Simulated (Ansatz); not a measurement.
# TaCl5 (tantalum pentachloride) at 6 levels

We compute a comparison of 6 runs (HF/def2-SVP, HF/def2-TZVP, PBE0/def2-SVP, B3LYP/def2-TZVP, PBE/def2-TZVP, CCSD/def2-SVP) of TaCl5 (tantalum pentachloride). 

The results are computed with Ansatz 0.2.0.

1 further run of the same task is left out (set aside as unsound or not needed).

## Step 1: The structure to begin with

The species is TaCl5 (6 atoms), meant as a singlet with charge 0. SMILES: `Cl[Ta](Cl)(Cl)(Cl)Cl`. The shape is that of a PBE0-D4/def2-TZVP optimisation.

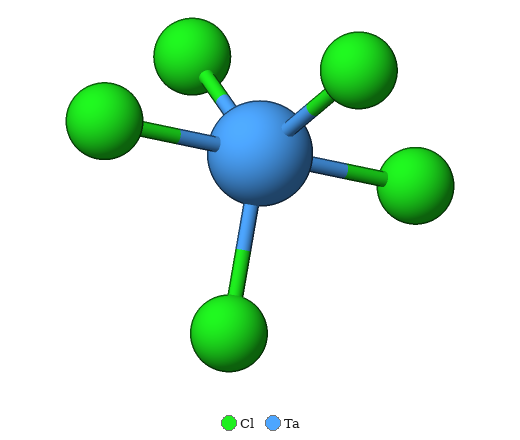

Viewed from a chosen angle; chlorine green, tantalum blue.

## Step 2: Energy and forces at HF/def2-SVP (core potential) (run 1)

File in.yaml:

```yaml
crystal:
  periodic: [false, false, false]
  atoms:
    - {symbol: Cl, position_ang: [-0.945870, -1.732280, 1.129070]}
    - {symbol: Ta, position_ang: [-0.000010, 0.000020, -0.000000]}
    - {symbol: Cl, position_ang: [0.088620, -1.299730, -1.919800]}
    - {symbol: Cl, position_ang: [-0.088890, 1.299790, 1.919770]}
    - {symbol: Cl, position_ang: [2.262070, 0.225440, -0.048090]}
    - {symbol: Cl, position_ang: [-1.315920, 1.506750, -1.080940]}
basis:
  gaussian:
    orbitals: def2-SVP
hamiltonian:
  xc: hf
accuracy: high
output: {forces: true, orbitals: {seedname: orbitals}}
```

Run with:

```sh
$ ansatz run in.yaml --threads 1 --pin off --max-ram 3480MiB --events-out events.jsonl --progress --plain --runs-dir runs
```

What it wrote:

```text
Warning: RAYON_NUM_THREADS=1 ignored (pool sized by the plan → 1); use --threads N
Functional definition: HF
  name "HF"
  exchange = exact_x
  correlation = 0
2491 factors; integrals over basis functions are off by at most 2.0e-8 eV
mean field evaluation 1: about -64034.0994 eV, gradient 4.5e1 eV
mean field evaluation 2: about -64034.5808 eV, gradient 4.6e1 eV
mean field evaluation 4: about -64040.4448 eV, gradient 2.1e0 eV
mean field evaluation 8: about -64040.5105 eV, gradient 3.1e-1 eV
mean field evaluation 16: about -64040.5115 eV, gradient 8.6e-7 eV
mean field -64040.51147280 eV, -2353.4453884077 hartree, gradient 2.7e-8 eV, S^2 0.000000; 0 other end points of the search recorded, 0 dependent functions left out
the calculation of the forces begins
reference -64040.51147280 eV, -2353.4453884077 hartree; 49, 49 occupied and 73, 73 virtual orbitals, 2491 factors
Total energy: -64040.51147280 eV, -2353.4453884077 hartree
Atom 0 at    -0.945870    -1.732280     1.129070 Å, force    -0.248259    -0.454258     0.296146 eV/Å
Atom 1 at    -0.000010     0.000020    -0.000000 Å, force    -0.000015    -0.000469     0.000138 eV/Å
Atom 2 at     0.088620    -1.299730    -1.919800 Å, force     0.021651    -0.317611    -0.469210 eV/Å
Atom 3 at    -0.088890     1.299790     1.919770 Å, force    -0.021623     0.317633     0.469169 eV/Å
Atom 4 at     2.262070     0.225440    -0.048090 Å, force     0.593648     0.059328    -0.012576 eV/Å
Atom 5 at    -1.315920     1.506750    -1.080940 Å, force    -0.345402     0.395378    -0.283667 eV/Å
Dipole moment:     0.000080     0.000034     0.000010 e Å
```

Run time: 15 s. Hardware: 1 thread of Arm Neoverse V1, shared host; peak memory 0.53 GiB.

## Step 3: Energy and forces at HF/def2-TZVP (core potential) (run 2)

File in.yaml:

```yaml
crystal:
  periodic: [false, false, false]
  atoms:
    - symbol: Cl
      position_ang: [-0.945870, -1.732280, 1.129070]
    - symbol: Ta
      position_ang: [-0.000010, 0.000020, -0.000000]
    - symbol: Cl
      position_ang: [0.088620, -1.299730, -1.919800]
    - symbol: Cl
      position_ang: [-0.088890, 1.299790, 1.919770]
    - symbol: Cl
      position_ang: [2.262070, 0.225440, -0.048090]
    - symbol: Cl
      position_ang: [-1.315920, 1.506750, -1.080940]
basis:
  gaussian:
    orbitals: def2-TZVP
hamiltonian:
  xc: hf
accuracy: high
output: {forces: true, orbitals: {seedname: orbitals}}
```

Run with:

```sh
$ ansatz run in.yaml --threads 1 --pin off --max-ram 3480MiB --events-out events.jsonl --progress --plain --runs-dir runs
```

What it wrote, cut to the lines that bear on the results:

```text
Warning: RAYON_NUM_THREADS=1 ignored (pool sized by the plan → 1); use --threads N
[... 2 set-up lines as earlier in the session ...]
[...]
3700 factors; integrals over basis functions are off by at most 8.4e-7 eV
[...]
mean field -64062.50313418 eV, -2354.2535670568 hartree, gradient 2.2e-8 eV, S^2 0.000000; 0 other end points of the search recorded, 0 dependent functions left out
[...]
reference -64062.50313418 eV, -2354.2535670568 hartree; 49, 49 occupied and 176, 176 virtual orbitals, 3700 factors
Total energy: -64062.50313418 eV, -2354.2535670568 hartree
Atom 0 at    -0.945870    -1.732280     1.129070 Å, force    -0.153095    -0.280006     0.182570 eV/Å
Atom 1 at    -0.000010     0.000020    -0.000000 Å, force    -0.000006    -0.000453     0.000144 eV/Å
Atom 2 at     0.088620    -1.299730    -1.919800 Å, force     0.015944    -0.233880    -0.345535 eV/Å
Atom 3 at    -0.088890     1.299790     1.919770 Å, force    -0.015896     0.233895     0.345485 eV/Å
Atom 4 at     2.262070     0.225440    -0.048090 Å, force     0.366065     0.036640    -0.007737 eV/Å
Atom 5 at    -1.315920     1.506750    -1.080940 Å, force    -0.213013     0.243804    -0.174927 eV/Å
Dipole moment:     0.000092     0.000031     0.000012 e Å
```

It took 66 s on 1 thread of Arm Neoverse V1, shared host; peak memory 1.4 GiB.

Run 3 isn't shown in full; the table further down has it.

## Step 4: Energy and gradient at B3LYP/def2-TZVP (core potential) (run 4)

File molecule.yaml:

```yaml
crystal:
  periodic: [false, false, false]
  atoms:
    - symbol: Cl
      position_ang: [-0.945870, -1.732280, 1.129070]
    - symbol: Ta
      position_ang: [-0.000010, 0.000020, -0.000000]
    - symbol: Cl
      position_ang: [0.088620, -1.299730, -1.919800]
    - symbol: Cl
      position_ang: [-0.088890, 1.299790, 1.919770]
    - symbol: Cl
      position_ang: [2.262070, 0.225440, -0.048090]
    - symbol: Cl
      position_ang: [-1.315920, 1.506750, -1.080940]
basis:
  gaussian:
    orbitals: def2-TZVP
total_charge: 0
magnetization:
  spin_polarized: false
  initial_magnetization: 0
hamiltonian:
  xc: {name: B3LYP}
accuracy: high
output: {forces: true, orbitals: {seedname: orbitals}}
```

Run with:

```sh
$ ansatz run molecule.yaml --threads 1 --pin off --max-ram 3480MiB --events-out events.jsonl --progress --plain --runs-dir runs
```

What it wrote, cut to the lines that bear on the results:

```text
Warning: RAYON_NUM_THREADS=1 ignored (pool sized by the plan → 1); use --threads N
Functional definition: B3LYP
  name "B3LYP"
[...]
3700 factors; integrals over basis functions are off by at most 8.4e-7 eV
[...]
mean field -64177.81242859 eV, -2358.4911054670 hartree, gradient 4.5e-8 eV, S^2 0.000000; 0 other end points of the search recorded, 0 dependent functions left out
[...]
reference -64177.81247191 eV, -2358.4911070591 hartree; 49, 49 occupied and 176, 176 virtual orbitals, 3700 factors
Total energy: -64177.81247191 eV, -2358.4911070591 hartree
Atom 0 at    -0.945870    -1.732280     1.129070 Å, force    -0.193499    -0.354035     0.230812 eV/Å
Atom 1 at    -0.000010     0.000020    -0.000000 Å, force    -0.000059    -0.000444     0.000150 eV/Å
Atom 2 at     0.088620    -1.299730    -1.919800 Å, force     0.017212    -0.252444    -0.372958 eV/Å
Atom 3 at    -0.088890     1.299790     1.919770 Å, force    -0.017175     0.252473     0.372911 eV/Å
Atom 4 at     2.262070     0.225440    -0.048090 Å, force     0.462746     0.046266    -0.009803 eV/Å
Atom 5 at    -1.315920     1.506750    -1.080940 Å, force    -0.269224     0.308184    -0.221112 eV/Å
Dipole moment:     0.000094     0.000020     0.000014 e Å
```

Wall time 100 s (1 thread of Arm Neoverse V1, shared host); peak memory 1.4 GiB.

Run 5 isn't shown in full; the table further down has it.

## Step 5: Energy and gradient at CCSD/def2-SVP (core potential) (run 6)

File input.yaml:

```yaml
crystal:
  periodic: [false, false, false]
  atoms:
    - {symbol: Cl, position_ang: [-0.945870, -1.732280, 1.129070]}
    - {symbol: Ta, position_ang: [-0.000010, 0.000020, -0.000000]}
    - {symbol: Cl, position_ang: [0.088620, -1.299730, -1.919800]}
    - {symbol: Cl, position_ang: [-0.088890, 1.299790, 1.919770]}
    - {symbol: Cl, position_ang: [2.262070, 0.225440, -0.048090]}
    - {symbol: Cl, position_ang: [-1.315920, 1.506750, -1.080940]}
basis:
  gaussian:
    orbitals: def2-SVP
scf:
  omitted_lower_state_checks: [cluster_reference, increment]
correlation:
  method: ccsd
  frozen_orbitals: {Cl: 5, Ta: 0}
accuracy: high
magnetization:
  spin_polarized: false
  initial_magnetization: 0
output: {forces: true, orbitals: {seedname: orbitals}}
```

Run with:

```sh
$ ansatz run input.yaml --threads 1 --pin off --max-ram 3480MiB --events-out events.jsonl --progress --plain --runs-dir runs
```

What it wrote:

```text
Warning: RAYON_NUM_THREADS=1 ignored (pool sized by the plan → 1); use --threads N
[... 12 lines left out ...]
25 core orbitals not correlated: weight in the atoms' cores, before any rotation towards them, 1.000 or more for the frozen orbitals, at most 0.000 for the correlated occupied ones
[... 24 lines left out ...]
Total energy: -64067.44558034 eV, -2354.4351986033 hartree
[... 6 lines left out ...]
Dipole moment:     0.000088     0.000025     0.000013 e Å
Checks for a lower state left out: cluster_reference, increment
```

It took 5.9 min on 1 thread of Arm Neoverse V1, shared host; peak memory 1.5 GiB.

## Step 6: All runs side by side

```
run                             level  core potential  frozen core orbitals   energy (Eh)  dipole moment (D)  HOMO energy (eV)  LUMO energy (eV)  wall time
  1      HF/def2-SVP (core potential)        def2-SVP                     –  -2353.445388               0.00            -12.46             -0.46       15 s
  2     HF/def2-TZVP (core potential)       def2-TZVP                     –  -2354.253567               0.00            -12.38             -0.33       66 s
  3    PBE0/def2-SVP (core potential)        def2-SVP                     –  -2356.835237               0.00             -9.22             -3.75       39 s
  4  B3LYP/def2-TZVP (core potential)       def2-TZVP                     –  -2358.491107               0.00             -8.89             -3.87      100 s
  5    PBE/def2-TZVP (core potential)       def2-TZVP                     –  -2357.508999               0.00             -7.81             -4.34       71 s
  6    CCSD/def2-SVP (core potential)        def2-SVP                    25  -2354.435199               0.00            -12.46             -0.46    5.9 min
```

## Step 7: Outcome

| quantity | value |
| --- | --- |
| run 6: total energy | -2354.43520 Eh |
| run 6: dipole moment (correlated density) | 0.00 D |
| run 6: HOMO energy (Hartree–Fock orbitals) | -12.46 eV |
| run 6: LUMO energy (Hartree–Fock orbitals) | -0.46 eV |
| run 6: HOMO–LUMO gap (Hartree–Fock orbitals) | 11.99 eV |
| run 6: correlation energy (25 core orbitals frozen) | -989.8 mEh |
| run 6: T1 diagnostic | 0.018 |
| run 6: largest force on an atom | 0.339 eV/Å |

**Reading.** Over runs 1, 2, 3, 4, 5 the HOMO–LUMO gap runs from 3.47 eV (PBE/def2-TZVP) to 12.05 eV (HF/def2-TZVP). Exact exchange widens orbital gaps. Totals of different functionals can't be ranked against each other. All runs together took 11 min, the longest 5.9 min.
